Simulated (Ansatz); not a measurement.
# SiNH2F (SMILES N[Si]F) at PBE/STO-3G

What is the vertical singlet–triplet gap of SiNH2F at PBE/STO-3G? 

The calculation is run with Ansatz 0.2.0.

69 further runs of the same task are left out: 69 set aside as unsound or not needed.

## Step 1: The structure to begin with

SiNH2F has 5 atoms, charge 0, and is taken as a singlet. As SMILES, `N[Si]F`. The shape is that of a PBE0-D4/def2-TZVP optimisation. This is one conformer, not always the lowest.

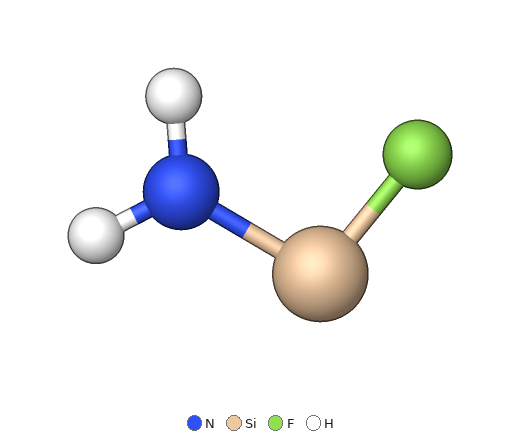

Viewed from a chosen angle; nitrogen blue, silicon light orange, fluorine green, hydrogen white.

## Step 2: The energy at PBE/STO-3G

File job.yaml:

```yaml
crystal:
  periodic: [false, false, false]
  atoms:
    - {symbol: "N", position_ang: [-0.421300, 0.240100, -0.331100]}
    - {symbol: Si, position_ang: [0.136100, -1.133600, 0.505100]}
    - {symbol: F, position_ang: [1.565400, -0.548800, 1.001500]}
    - {symbol: H, position_ang: [0.085400, 1.109600, -0.420900]}
    - {symbol: H, position_ang: [-1.315700, 0.259100, -0.796000]}
basis:
  gaussian: {orbitals: STO-3G}
hamiltonian: {xc: pbe}
accuracy: high
```

The run is started by

```
$ ansatz run job.yaml --threads 1 --pin off --max-ram 2610MiB --events-out events.jsonl --progress --plain --runs-dir runs
```

Output:

```text
Warning: RAYON_NUM_THREADS=1 ignored (pool sized by the plan → 1); use --threads N
Functional definition: PBE
  name "PBE"
  parameter kappa = 0.804
  parameter beta = 0.06672455060314922
  exchange = pbe_x(kappa = kappa, mu = beta*pi^2/3)
  correlation = pbe_c(beta = beta)
383 factors; integrals over basis functions are off by at most 2.9e-8 eV
mean field evaluation 1: about -11955.7496 eV, gradient 2.3e1 eV
mean field evaluation 2: about -11946.9207 eV, gradient 5.9e1 eV
mean field evaluation 4: about -11957.4201 eV, gradient 3.8e0 eV
mean field evaluation 8: about -11957.4395 eV, gradient 7.6e-2 eV
mean field evaluation 16: about -11957.4395 eV, gradient 2.3e-7 eV
mean field -11957.43949222 eV, -439.4277962953 hartree, gradient 1.3e-8 eV, S^2 0.000000; 0 other end points of the search recorded, 0 dependent functions left out
reference -11957.43949401 eV, -439.4277963614 hartree; 16, 16 occupied and 5, 5 virtual orbitals, 383 factors
Total energy: -11957.43949401 eV, -439.4277963614 hartree
```

It took 1.2 s on 1 thread of Arm Neoverse V1, shared host; peak memory 0.096 GiB.

## Step 3: The triplet at the same level

File input.yaml:

```yaml
crystal:
  periodic: [false, false, false]
  atoms:
    - {symbol: "N", position_ang: [-0.421300, 0.240100, -0.331100]}
    - {symbol: Si, position_ang: [0.136100, -1.133600, 0.505100]}
    - {symbol: F, position_ang: [1.565400, -0.548800, 1.001500]}
    - {symbol: H, position_ang: [0.085400, 1.109600, -0.420900]}
    - {symbol: H, position_ang: [-1.315700, 0.259100, -0.796000]}
basis:
  gaussian: {orbitals: STO-3G}
magnetization: {spin_polarized: true, initial_magnetization: 2}
hamiltonian: {xc: {name: PBE}}
accuracy: high
```

The run is started by

```
$ ansatz run input.yaml --threads 1 --pin off --max-ram 2610MiB --events-out events.jsonl --progress --plain --runs-dir runs
```

Output, cut to the lines that bear on the results:

```text
Warning: RAYON_NUM_THREADS=1 ignored (pool sized by the plan → 1); use --threads N
[... 6 set-up lines as earlier in the session ...]
383 factors; integrals over basis functions are off by at most 2.9e-8 eV
mean field evaluation 1: about -11952.1074 eV, gradient 1.4e1 eV
mean field evaluation 2: about -11944.2105 eV, gradient 3.3e1 eV
mean field evaluation 4: about -11953.1909 eV, gradient 4.3e0 eV
mean field evaluation 8: about -11953.3243 eV, gradient 3.9e-2 eV
mean field evaluation 16: about -11953.3243 eV, gradient 8.1e-7 eV
mean field -11953.32431562 eV, -439.2765663447 hartree, gradient 8.6e-8 eV, S^2 2.000799; 3 other end points of the search recorded, 0 dependent functions left out
reference -11953.32431750 eV, -439.2765664137 hartree; 17, 15 occupied and 4, 6 virtual orbitals, 383 factors
Total energy: -11953.32431750 eV, -439.2765664137 hartree
```

It took 2.2 s on 1 thread of Arm Neoverse V1, shared host; peak memory 0.13 GiB.

## Step 4: Results

At PBE/STO-3G:

```
                                        quantity          value
                           singlet: total energy  -439.42780 Eh
                           triplet: total energy  -439.27657 Eh
                                   triplet: ⟨S²⟩          2.001
vertical energy of the triplet above the singlet       4.115 eV
```

In words: At this shape the triplet lies 4.12 eV (95 kcal/mol) above the singlet. In a minimal basis such a difference can be off by several eV, whatever the method.
